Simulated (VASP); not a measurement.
Band structure of ScS (relaxed from the wurtzite structure, space group P6_3mc). Level of theory: PBE GGA, VASP's PBE PAW potentials (set 64) (plane waves; VASP).

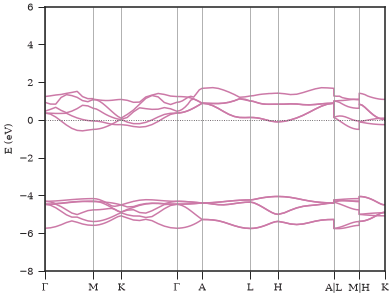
Figure: Bands along high-symmetry lines, zero at the valence-band maximum or, without a gap, the Fermi level

Question: Read the plot: is there a gap, and where are the band edges?

Answer: It has no gap at this level: it comes out as a metal or semimetal. (Edges off the drawn lines would not show.)

The structure was generated: ScS was put into the wurtzite type (P6_3mc), which need not be its known phase. It was relaxed first, which changed the volume by -25 %.
